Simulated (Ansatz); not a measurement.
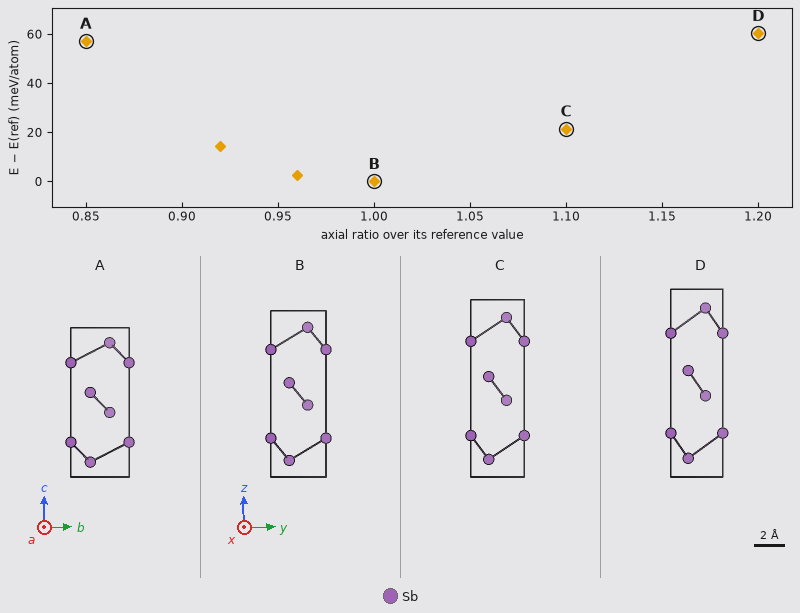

A scan of solid Sb (R-3m): the ratio of the cell's length along z to its lengths across, counted as 1 for the reference, is changed at fixed volume (a c/a path), with the atoms kept at their fractional coordinates. x, y and z are the Cartesian axes of the input. The lettered frames are marked on the plot. The picture is a ball-and-stick view of the conventional cell (3 times the calculation's cell), repeated 1 × 1 × 1 with one cell outlined, seen along the a axis. Lengths and directions refer to the drawn axes.

Method: DFT LDA, scalar-relativistic, plane waves, PAW in Ansatz. Set-up: plane-wave cutoff 420 eV; k-point mesh 15 × 15 × 15; occupations gaussian; smearing width 0.15 eV; no spin polarisation. Energies (free energies at the smearing named) are counted from the cell as listed in its source, which wasn't relaxed.

**Read off the main features of the energy profile.**

Of the computed points the lowest is at the relative ratio 1.00, 0.0 meV/atom. The unrelaxed reference is under a pressure of −0.8 GPa. The distortion keeps the space group R-3m. At the relative ratio 1.20 the cell of the drawing goes a 4.301 → 4.048 Å, b 4.301 → 4.048 Å, c 11.232 → 12.684 Å.
